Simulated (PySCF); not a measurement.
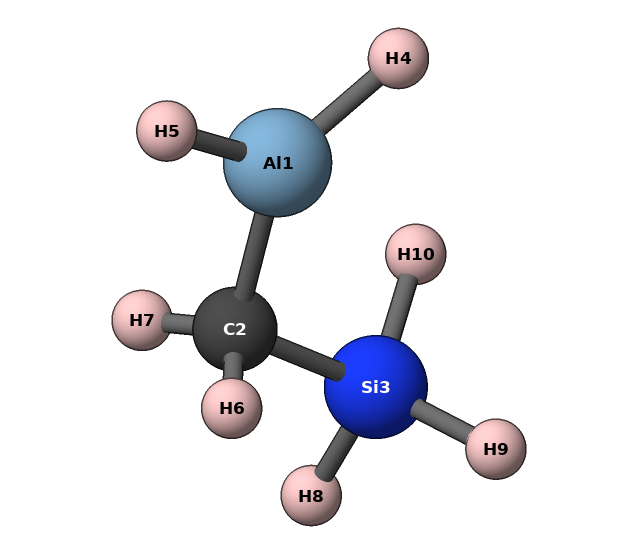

The questions are on isotropic NMR shieldings of the H atoms. Geometry: a frame of a GFN2-xTB molecular-dynamics simulation, not a minimum. Method: GIAO PBE0/pcSseg-1 NMR shielding, non-relativistic, gas phase (PySCF 2.14.0).

Q: Which H atom is the most shielded (lowest chemical shift)?

A: H6 (32.77 ppm).

Q: Which H atom is the least shielded (highest chemical shift)?

A: H4 (25.99 ppm).

Q: How wide is the range of H shifts?

A: 6.78 ppm.

List the isotropic NMR shieldings of the H atoms.

| atom | σ (ppm) |
| --- | --- |
| H4 | 25.99 |
| H5 | 26.07 |
| H6 | 32.77 |
| H7 | 32.13 |
| H8 | 26.93 |
| H9 | 27.46 |
| H10 | 26.49 |
